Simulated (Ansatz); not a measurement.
# (GaAs)3(CuCl)1 [001] superlattice, started as zinc blende: relaxing the cell for a phonon run

Aim: bring (GaAs)3(CuCl)1 [001] superlattice, started as zinc blende to small forces and stress, as phonons need.

Program: Ansatz 0.2.0. Level of theory: DFT PBEsol, scalar-relativistic, plane waves, PAW. Results are calculated unless marked as measured.

The structure was built from a prototype and need not be the compound's stable phase.

## 1. Set-up

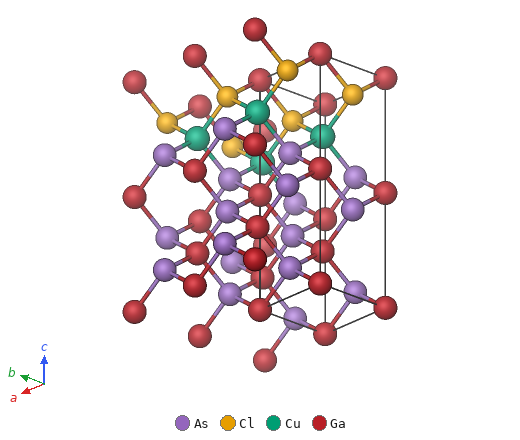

Start, viewed from a free direction; arsenic purple, chlorine orange, copper teal, gallium red. 2×2×1 cells are drawn. Some periodic images of atoms are drawn too.

## 2. A coarse first look

A quick single point on a coarse mesh tells whether the cell has a gap and how far it is from rest, which sets the k mesh and smearing that follow.

input.yaml

```yaml
crystal:
  lattice:
    - [2.795, 2.795, 0.0]
    - [-2.795, 2.795, 0.0]
    - [0.0, 0.0, 11.18]
  atoms:
    - { symbol: As, position: [0.5, 0.0, 0.125] }
    - { symbol: As, position: [0.0, 0.5, 0.375] }
    - { symbol: As, position: [0.5, 0.0, 0.625] }
    - { symbol: Cl, position: [0.0, 0.5, 0.875] }
    - { symbol: Cu, position: [0.5, 0.5, 0.75] }
    - { symbol: Ga, position: [0.0, 0.0, 0.0] }
    - { symbol: Ga, position: [0.5, 0.5, 0.25] }
    - { symbol: Ga, position: [0.0, 0.0, 0.5] }
kpoints:
  mp_grid: { grid: [4, 4, 2] }
hamiltonian:
  xc: pbesol
scf:
  occupations: { method: gaussian, width: 0.1 }
output:
  forces: true
  stress: true
  eigenvalues: true
```

Launch:

```
$ ansatz run input.yaml --threads 8 --pin off --max-ram 14336MiB --backend cpu --events-out ev --progress --plain --runs-dir out
```

Numbers of over 12 decimals in the logs are rounded to 6 here.

The log of the run:

```text
Engine: ansatz 0.2.0, aarch64-unknown-linux-gnu
Pseudopotentials: kind: paw
Pseudopotential: As, paw, valence charge 15, recommended cutoff 420 eV (normal), As.paw.azcp
Pseudopotential: Cl, paw, valence charge 7, recommended cutoff 420 eV (normal), Cl.paw.azcp
Pseudopotential: Cu, paw, valence charge 19, recommended cutoff 420 eV (normal), Cu.paw.azcp
[...]
k-point 0: bands = [... 51 lower, 6.8149, 7.4566, 7.9975, 8.0010, 9.0072, 9.3379, 9.4650, 10.2641, ... 5 higher]
  k-point 1: bands = [... 51 lower, 6.8936, 6.9959, 7.8015, 8.8581, 8.8805, 9.2045, 9.5568, 10.1712, ... 5 higher]
  k-point 2: bands = [... 51 lower, 6.7266, 6.8935, 7.4171, 7.8934, 9.2708, 9.6705, 10.4146, 10.5153, ... 5 higher]
  k-point 17: bands = [... 51 lower, 6.2018, 6.3579, 6.3889, 6.5396, 9.3067, 9.4363, 10.5384, 10.6567, ... 5 higher]
[key lines of the parts left out:]
SCF converged after 9 iterations
Free energy (F): -33319.544273 eV
Fermi energy:    8.804002 eV
P = ⅓ Tr σ = 1.4750 GPa (14.750 kbar)
```

It took 9.2 s on 8 threads of Arm Neoverse N1, shared host; peak memory 0.85 GiB.

This run has no spin polarisation, although Cu can carry a moment.

This step gave:

| Quantity | Value |
| --- | --- |
| pressure | 1.475 GPa |
| volume per atom | 21.83 Å³ |
| gap on the k-mesh | 0 eV |

The coarse mesh shows no gap and a pressure of 1.5 GPa.

## 3. Coarse relaxation

A rough relaxation comes first, because large forces or stress need no tight tolerances yet.

input.yaml: that of step 2 with these lines changed.

```diff
@@ -15,3 +15,3 @@
 kpoints:
-  mp_grid: { grid: [4, 4, 2] }
+  mp_grid: { grid: [6, 6, 2] }
 hamiltonian:
@@ -24 +24,6 @@
   eigenvalues: true
+relax:
+  adjacent_minimum: "off"
+  f_tol: 0.05
+  max_steps: 80
+  cell: { stress_tol: 0.5 }
```

The log of the run:

```text
[...]
Crystal: 8 atoms, lattice volume = 174.677 Å³
Basis set: ecut = 420 eV, 3413 PW (Γ), exchange–correlation on 54×54×150 points (8 copies of the dense FFT grid, shifted against one another)
Bands: 66, of which v1, the nominal top of the filled ones, is band 55 counted from 1 (54 counted from 0)
Symmetry: 4 space group operations
[...]
k-points: 32 of 72
[...]
- [-2.873276, 2.873276, 0]
    - [0, 0, 11.085791]
  atoms:
    - { symbol: As, position: [0.5, 0, 0.122318] }
    - { symbol: As, position: [0, 0.500000, 0.377880] }
    - { symbol: As, position: [0.5, 0, 0.632604] }
    - { symbol: Cl, position: [0, 0.500000, 0.878067] }
    - { symbol: Cu, position: [0.5, 0.500000, 0.728194] }
    - { symbol: Ga, position: [0, 0, -0.000860662] }
    - { symbol: Ga, position: [0.5, 0.500000, 0.253523] }
    - { symbol: Ga, position: [0, 0, 0.508275] }
[key lines of the parts left out:]
SCF converged after 7 iterations
Free energy (F): -33319.817989 eV
Fermi energy:    8.131260 eV
P = ⅓ Tr σ = 0.0254 GPa (0.254 kbar)
```

It took 75 s on 8 threads; peak memory 1 GiB.

Step by step:

| step | energy less that of the first step (eV) | largest force component (eV/Å) | pressure (GPa) | volume (Å³) |
| --- | --- | --- | --- | --- |
| 1 | 0.0000 | 0.9624 | 1.29 | 174.68 |
| 2 | -0.1598 | 0.5506 | 0.24 | 177.19 |
| 3 | -0.1975 | 0.2265 | 0.11 | 178.09 |
| 4 | -0.2083 | 0.1580 | 0.06 | 178.75 |
| 5 | -0.2158 | 0.0567 | -0.08 | 180.21 |
| 6 | -0.2167 | 0.0212 | 0.02 | 180.04 |
| 7* | -0.2177 | 0.0213 | 0.03 | 180.04 |

Relaxation steps marked * repeat the geometry before them on a plane-wave basis chosen anew for their cell, so energy and pressure can jump there.

Forces are held to the 4 operations that the run works with; a distortion that breaks them can't arise in this run.

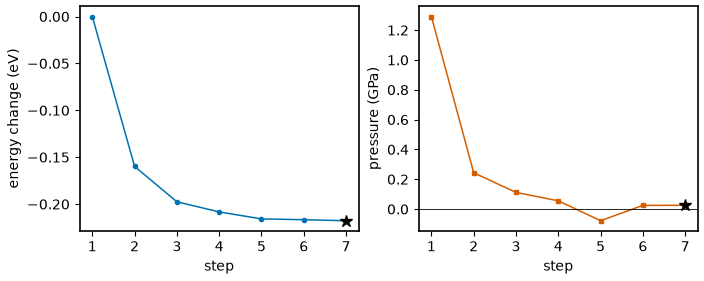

Energy and pressure along the relaxation. Stars mark steps on a basis chosen anew.

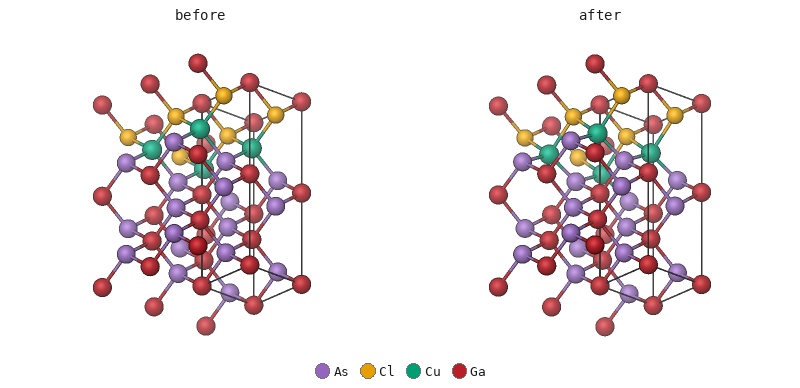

The structure before and after the relaxation, drawn at the same scale.

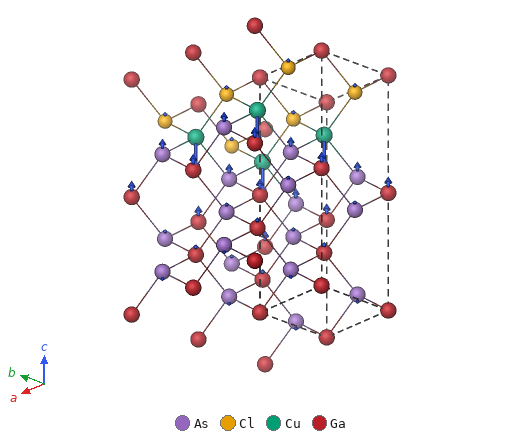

Displacements in the relaxation, exaggerated, measured against the changing cell; the longest in the cell stands for 0.24 Å. 2×2×1 cells are drawn. Some periodic images of atoms are drawn too.

| conventional cell, symmetrised | before | after | change |
| --- | --- | --- | --- |
| a (Å) | 3.953 | 3.997 | +1.1 % |
| b (Å) | 3.953 | 4.063 | +2.8 % |
| c (Å) | 11.180 | 11.086 | -0.8 % |
| volume (Å³/atom) | 21.83 | 22.51 | +3.1 % |

The atoms that moved most (Å, as changes of fractional coordinates times the final cell):

| atom | dx | dy | dz | length |
| --- | --- | --- | --- | --- |
| Cu5 | 0.000 | 0.000 | -0.242 | 0.242 |
| Ga8 | 0.000 | 0.000 | 0.092 | 0.092 |
| As3 | 0.000 | 0.000 | 0.084 | 0.084 |
| Ga7 | 0.000 | 0.000 | 0.039 | 0.039 |
| Cl4 | 0.000 | 0.000 | 0.034 | 0.034 |
| As2 | 0.000 | 0.000 | 0.032 | 0.032 |
| As1 | 0.000 | 0.000 | -0.030 | 0.030 |
| Ga6 | 0.000 | 0.000 | -0.010 | 0.010 |

This step gave:

```
pressure        : 0.02542 GPa
volume per atom : 22.51 Å³
```

In this step the volume went from 21.83 to 22.51 Å³/atom.

## 4. Bringing the structure to rest

Harmonic phonons are second derivatives at a point where the forces vanish, and they are wanted at zero stress, so atoms and cell are relaxed first.

input.yaml

```yaml
crystal:
  lattice:
    - [2.8262104274, 2.8262104274, 0.0]
    - [-2.873275597, 2.873275597, 0.0]
    - [0.0, 0.0, 11.0857907052]
  atoms:
    - { symbol: As, position: [0.5, 0.0, 0.122318056] }
    - { symbol: As, position: [0.0, 0.5, 0.3778799007] }
    - { symbol: As, position: [0.5, 0.0, 0.6326037803] }
    - { symbol: Cl, position: [0.0, 0.5, 0.878067025] }
    - { symbol: Cu, position: [0.5, 0.5, 0.7281941669] }
    - { symbol: Ga, position: [0.0, 0.0, -0.0008606623] }
    - { symbol: Ga, position: [0.5, 0.5, 0.2535231038] }
    - { symbol: Ga, position: [0.0, 0.0, 0.5082746296] }
kpoints:
  mp_grid: { grid: [10, 10, 4] }
hamiltonian:
  xc: pbesol
scf:
  occupations: { method: gaussian, width: 0.1 }
output:
  forces: true
  stress: true
  eigenvalues: true
relax:
  adjacent_minimum: "off"
  f_tol: 0.005
  max_steps: 80
  cell: { stress_tol: 0.05 }
```

The log of the run:

```text
[...]
Crystal: 8 atoms, lattice volume = 180.044 Å³
Basis set: ecut = 420 eV, 3529 PW (Γ), exchange–correlation on 54×60×150 points (8 copies of the dense FFT grid, shifted against one another)
Bands: 66, of which v1, the nominal top of the filled ones, is band 55 counted from 1 (54 counted from 0)
[... 1 set-up line as in the run before ...]
[...]
k-points: 108 of 400 (time reversal used)
[...]
SCF iter   1: F=—  HF=-33319.830492 eV  |F-HF|=—  |Δ(HF+E_count)|=         —  Δρ=6.94e-3  dr2=8.02e-2  ethr=1.77e-3  ⟨swp⟩=5.9  Hψ=23706  notcnv=0  defer=26
[...]
SCF iter   8: F=-33319.811873 eV  HF=-33319.811873 eV  |F-HF|=2.74e-8  |Δ(HF+E_count)|=   2.01e-9  Δρ=5.94e-6  dr2=7.20e-8  ethr=9.09e-11  ⟨swp⟩=9.2  Hψ=32181  notcnv=0
SCF 1 converged in 8 iterations: F = -33319.811873 eV  dr2 = 7.20e-8
[...]
relax step   1: F+E_penalty+E_count = -33319.81187345 eV  Δ(F+E_penalty+E_count) = +0.000e0 eV  max|allowed force component| = 2.981e-2 eV/Å  Δτ_max = 0.0000 Å  P = +0.015 GPa  Ω = 180.044 Å³  (8 SCF iters, dr2 threshold 1.00e-7 eV, accepted)
Crystal: 8 atoms, lattice volume = 180.050 Å³
Basis set: ecut = 420 eV, 3521 PW (Γ), exchange–correlation on 54×60×150 points (8 copies of the dense FFT grid, shifted against one another)
[...]
SCF iter   6: F=-33319.812384 eV  HF=-33319.812384 eV  |F-HF|=1.83e-8  |Δ(HF+E_count)|=   2.31e-8  Δρ=2.71e-6  dr2=2.53e-8  ethr=1.02e-10  ⟨swp⟩=4.0  Hψ=22204  notcnv=0
SCF 2 converged in 6 iterations: F = -33319.812384 eV  dr2 = 2.53e-8
relax step   2: F+E_penalty+E_count = -33319.81238373 eV  Δ(F+E_penalty+E_count) = -5.103e-4 eV  max|allowed force component| = 1.430e-2 eV/Å  Δτ_max = 0.0027 Å  P = +0.002 GPa  Ω = 180.050 Å³  energy of the carried Pulay correction = -1.217e-6 eV  (6 SCF iters, dr2 threshold 1.12e-7 eV, accepted)
Crystal: 8 atoms, lattice volume = 180.077 Å³
[...]
SCF iter   7: F=-33319.812544 eV  HF=-33319.812544 eV  |F-HF|=2.29e-9  |Δ(HF+E_count)|=   1.40e-9  Δρ=1.19e-6  dr2=2.32e-9  ethr=1.16e-11  ⟨swp⟩=4.0  Hψ=23361  notcnv=0
SCF 3 converged in 7 iterations: F = -33319.812544 eV  dr2 = 2.32e-9
relax step   3: F+E_penalty+E_count = -33319.81254388 eV  Δ(F+E_penalty+E_count) = -1.601e-4 eV  max|allowed force component| = 1.176e-2 eV/Å  Δτ_max = 0.0038 Å  P = -0.019 GPa  Ω = 180.077 Å³  energy of the carried Pulay correction = -6.465e-6 eV  (7 SCF iters, dr2 threshold 1.28e-8 eV, accepted)
[...]
relax step   4: F+E_penalty+E_count = -33319.81256654 eV  Δ(F+E_penalty+E_count) = -2.265e-5 eV  max|allowed force component| = 5.665e-3 eV/Å  Δτ_max = 0.0016 Å  P = +0.000 GPa  Ω = 180.021 Å³  energy of the carried Pulay correction = +4.502e-6 eV  (6 SCF iters, dr2 threshold 8.65e-9 eV, accepted)
[...]
relax step   5: F+E_penalty+E_count = -33319.81256971 eV  Δ(F+E_penalty+E_count) = -3.173e-6 eV  max|allowed force component| = 1.991e-3 eV/Å  Δτ_max = 0.0007 Å  P = +0.002 GPa  Ω = 180.023 Å³  energy of the carried Pulay correction = +4.125e-6 eV  (6 SCF iters, dr2 threshold 2.01e-9 eV, accepted)
[...]
SCF iter   5: F=-33319.812576 eV  HF=-33319.812576 eV  |F-HF|=7.28e-11  |Δ(HF+E_count)|=  3.20e-10  Δρ=1.77e-7  dr2=5.79e-11  ethr=1.00e-12  ⟨swp⟩=3.2  Hψ=31588  notcnv=0
SCF 6 converged in 5 iterations: F = -33319.812576 eV  dr2 = 5.79e-11
relax step   6: F+E_penalty+E_count = -33319.81257625 eV  Δ(F+E_penalty+E_count) = -6.543e-6 eV  max|allowed force component| = 1.991e-3 eV/Å  Δτ_max = 0.0000 Å  P = +0.002 GPa  Ω = 180.023 Å³  stress off target by 2.30e-3 GPa  SCF on the basis re-selected at this cell (its energy is not comparable with the rows above)  (5 SCF iters)
[...]
SCF converged after 5 iterations
Free energy (F): -33319.812576 eV
[...]
Internal energy: -33319.805050 eV  (E = F + TS)
E sigma→0 (E₀):  -33319.808813 eV
Entropy (-TS):   -0.007526 eV (-0.941 meV/atom)
Fermi energy:    8.006695 eV
[...]
--- Forces (eV/Å), atoms counted from 1 ---
  atom   1  As     0.00000000     0.00000000    -0.00027461
  atom   2  As    -0.00000000     0.00000000    -0.00070054
  atom   3  As    -0.00000000    -0.00000000     0.00052311
  atom   4  Cl    -0.00000000     0.00000000     0.00199117
  atom   5  Cu     0.00000000    -0.00000000    -0.00142671
  atom   6  Ga    -0.00000000    -0.00000000    -0.00020817
  atom   7  Ga     0.00000000    -0.00000000     0.00035573
  atom   8  Ga     0.00000000     0.00000000    -0.00026113
  max |Σ_I F_I| component: 1.15e-6 eV/Å
--- Stress (GPa, compression-positive) ---
        0.001344       0.000959      -0.000000
        0.000959       0.001344       0.000000
       -0.000000       0.000000       0.001846
  P = ⅓ Tr σ = 0.0015 GPa (0.015 kbar)
--- Band table (eV; the first three rows and the last of 108) ---
  k-point 0: bands = [... 51 lower, 6.4145, 7.0440, 7.4101, 7.5829, 8.3095, 8.9006, 8.9264, 9.7222, ... 7 higher]
  k-point 1: bands = [... 51 lower, 6.4567, 6.6695, 7.3345, 8.0464, 8.2452, 8.8444, 8.9628, 9.6942, ... 7 higher]
  k-point 2: bands = [... 51 lower, 6.5001, 6.5329, 7.2415, 8.1810, 8.3967, 8.7547, 9.0270, 9.6773, ... 7 higher]
  k-point 107: bands = [... 51 lower, 5.8716, 6.0099, 6.1741, 6.3453, 9.0469, 9.2773, 10.1291, 10.2291, ... 7 higher]
--- Relaxed structure (5 steps of the walk, 5 accepted, 1 SCFs on fresh bases) ---
[...]
cell:  # Å, volume = 180.0226 Å³
    - [2.825664, 2.825664, 0]
    - [-2.884206, 2.884206, 0]
    - [0, 0, 11.044606]
  atoms:
    - { symbol: As, position: [0.5, 0, 0.122094] }
    - { symbol: As, position: [0, 0.5, 0.378011] }
    - { symbol: As, position: [0.5, 0, 0.633232] }
    - { symbol: Cl, position: [0, 0.5, 0.878184] }
    - { symbol: Cu, position: [0.500000, 0.500000, 0.727599] }
    - { symbol: Ga, position: [0, 0, -0.00111587] }
    - { symbol: Ga, position: [0.500000, 0.500000, 0.253319] }
    - { symbol: Ga, position: [0, 0, 0.508678] }
```

Elapsed: 3.3 min, on 8 threads; peak memory 1.5 GiB; 26 min of CPU time.

The steps of the relaxation:

| step | energy less that of the first step (eV) | largest force component (eV/Å) | pressure (GPa) | volume (Å³) |
| --- | --- | --- | --- | --- |
| 1 | 0.0000 | 0.0298 | 0.02 | 180.04 |
| 2 | -0.0005 | 0.0143 | 0.00 | 180.05 |
| 3 | -0.0007 | 0.0118 | -0.02 | 180.08 |
| 4 | -0.0007 | 0.0057 | 0.00 | 180.02 |
| 5 | -0.0007 | 0.0020 | 0.00 | 180.02 |
| 6* | -0.0007 | 0.0020 | 0.00 | 180.02 |

Relaxation steps marked * repeat the geometry before them on a plane-wave basis chosen anew for their cell, so energy and pressure can jump there.

The run keeps the 4 symmetry operations that it works with, so distortions that break them were not tested.

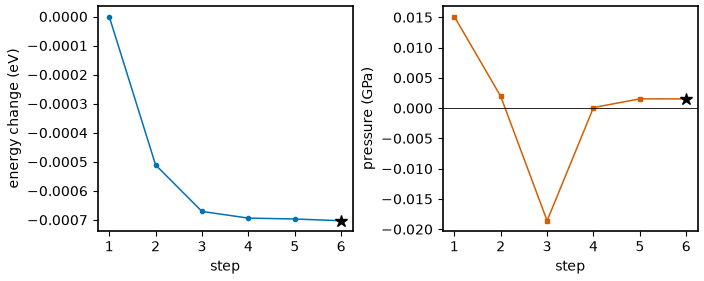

Energy and pressure along the relaxation. Stars mark steps on a basis chosen anew.

| conventional cell, symmetrised | before | after | change |
| --- | --- | --- | --- |
| a (Å) | 3.997 | 3.996 | -0.0 % |
| b (Å) | 4.063 | 4.079 | +0.4 % |
| c (Å) | 11.086 | 11.045 | -0.4 % |
| volume (Å³/atom) | 22.51 | 22.50 | -0.0 % |

Final coordinates:

```cif
data_structure
_symmetry_space_group_name_H-M 'P 1'
_symmetry_Int_Tables_number 1
_cell_length_a 3.9961
_cell_length_b 4.0789
_cell_length_c 11.0446
_cell_angle_alpha 90.000
_cell_angle_beta 90.000
_cell_angle_gamma 90.000
_cell_volume 180.02
loop_
_atom_site_label
_atom_site_type_symbol
_atom_site_fract_x
_atom_site_fract_y
_atom_site_fract_z
_atom_site_occupancy
As1 As 0.50000 0.00000 0.12209 1
As2 As 0.00000 0.50000 0.37801 1
As3 As 0.50000 0.00000 0.63323 1
Cl4 Cl 0.00000 0.50000 0.87818 1
Cu5 Cu 0.50000 0.50000 0.72760 1
Ga6 Ga 0.00000 0.00000 0.99888 1
Ga7 Ga 0.50000 0.50000 0.25332 1
Ga8 Ga 0.00000 0.00000 0.50868 1
```

Numbers from this step:

```
pressure        : 0.001512 GPa
volume per atom : 22.50 Å³
```

In this step the volume went from 22.51 to 22.50 Å³/atom.

## 5. Tight relaxation

Phonons need a cell at rest on their own settings, so the relaxation is repeated with tight tolerances on forces and stress, using the mesh and the filling of the phonon run that follows.

input.yaml

```yaml
crystal:
  lattice:
    - [2.8256640747, 2.8256640747, 0.0]
    - [-2.8842061668, 2.8842061668, 0.0]
    - [0.0, 0.0, 11.044606261]
  atoms:
    - { symbol: As, position: [0.5, 0.0, 0.1220935297] }
    - { symbol: As, position: [0.0, 0.5, 0.378010665] }
    - { symbol: As, position: [0.5, 0.0, 0.6332319084] }
    - { symbol: Cl, position: [0.0, 0.5, 0.8781839394] }
    - { symbol: Cu, position: [0.5, 0.5, 0.7275986513] }
    - { symbol: Ga, position: [0.0, 0.0, -0.0011158666] }
    - { symbol: Ga, position: [0.5, 0.5, 0.2533194241] }
    - { symbol: Ga, position: [0.0, 0.0, 0.5086777486] }
kpoints:
  mp_grid: { grid: [12, 12, 4] }
hamiltonian:
  xc: pbesol
scf:
  occupations: { method: methfessel_paxton, width: 0.2 }
output:
  forces: true
  stress: true
  eigenvalues: true
relax:
  adjacent_minimum: "off"
  f_tol: 0.001
  max_steps: 60
  cell: { stress_tol: 0.01 }
```

The log of the run:

```text
[...]
Crystal: 8 atoms, lattice volume = 180.023 Å³
Basis set: ecut = 420 eV, 3521 PW (Γ), exchange–correlation on 54×60×150 points (8 copies of the dense FFT grid, shifted against one another)
Bands: 66, of which v1, the nominal top of the filled ones, is band 55 counted from 1 (54 counted from 0)
[... 1 set-up line as in the run before ...]
[...]
- [-2.879763, 2.879763, 0]
    - [0, 0, 11.071293]
  atoms:
    - { symbol: As, position: [0.500000, 0, 0.122240] }
    - { symbol: As, position: [0, 0.500000, 0.377876] }
    - { symbol: As, position: [0.500000, 0, 0.632792] }
    - { symbol: Cl, position: [0, 0.500000, 0.878420] }
    - { symbol: Cu, position: [0.5, 0.500000, 0.727956] }
    - { symbol: Ga, position: [0, 0, -0.000962986] }
    - { symbol: Ga, position: [0.5, 0.500000, 0.253331] }
    - { symbol: Ga, position: [0, 0, 0.508348] }
[key lines of the parts left out:]
SCF converged after 6 iterations
Free energy (F): -33319.808478 eV
Fermi energy:    8.046163 eV
P = ⅓ Tr σ = -0.0000 GPa (-0.000 kbar)
```

Run time: 4.5 min. Hardware: 8 threads; peak memory 1.7 GiB.

Step by step:

| step | energy less that of the first step (eV) | largest force component (eV/Å) | pressure (GPa) | volume (Å³) |
| --- | --- | --- | --- | --- |
| 1 | 0.0000 | 0.0190 | 0.01 | 180.02 |
| 2 | -0.0001 | 0.0143 | 0.01 | 180.06 |
| 3 | -0.0002 | 0.0088 | 0.01 | 180.10 |
| 4 | -0.0002 | 0.0019 | 0.00 | 180.11 |
| 5 | -0.0002 | 0.0006 | 0.00 | 180.10 |
| 6* | -0.0002 | 0.0006 | 0.00 | 180.10 |

Relaxation steps marked * repeat the geometry before them on a plane-wave basis chosen anew for their cell, so energy and pressure can jump there.

Forces are held to the 4 operations that the run works with; a distortion that breaks them can't arise in this run.

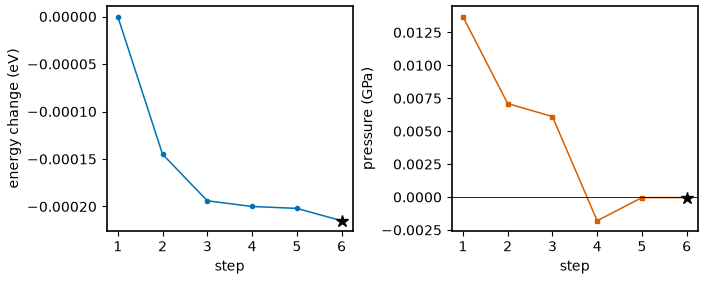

Energy and pressure along the relaxation. Stars mark steps on a basis chosen anew.

| conventional cell, symmetrised | before | after | change |
| --- | --- | --- | --- |
| a (Å) | 3.996 | 3.994 | -0.0 % |
| b (Å) | 4.079 | 4.073 | -0.2 % |
| c (Å) | 11.045 | 11.071 | +0.2 % |
| volume (Å³/atom) | 22.50 | 22.51 | +0.0 % |

The relaxed structure:

```
As Cl Cu Ga
1.0
     2.82449    2.82449    0.00000
    -2.87976    2.87976    0.00000
     0.00000    0.00000   11.07129
As Cl Cu Ga
3 1 1 3
Cartesian
  1.4122 1.4122 1.3534
  -1.4399 1.4399 4.1836
  1.4122 1.4122 7.0058
  -1.4399 1.4399 9.7252
  -0.0276 2.8521 8.0594
  0.0000 0.0000 -0.0107
  -0.0276 2.8521 2.8047
  0.0000 0.0000 5.6281
```

This step gave:

```
pressure        : -4.29e-5 GPa
volume per atom : 22.51 Å³
```

The largest force component left is 0.64 meV/Å and the pressure is 0.000 GPa, within the tolerances set. The cell now holds 22.51 Å³/atom.

## 6. Outcome

* space group after relaxation (within 0.01 Å): Pmm2
* lattice constant a: 3.994 Å
* lattice constant b: 4.073 Å
* lattice constant c: 11.071 Å
* volume per atom: 22.5 Å³

What this shows: The largest force component left is 0.64 meV/Å and the pressure is 0.000 GPa, within the tolerances set. The cell now holds 22.51 Å³/atom. The relaxation keeps the symmetry of its start, so it says nothing on stability against lower symmetry. The starting cell was built on a prototype and not taken from a measurement, so the phase need not exist.

[Logs are printed without paths, hosts, clocks, repeated set-up lines and the standing remarks that a program may print on its own settings, such as how far it seeks lower states.]

[Hosts, paths, dates, database ids (printed as entryN), source tags and the programs' standing remarks are cut or masked in the printed files.]
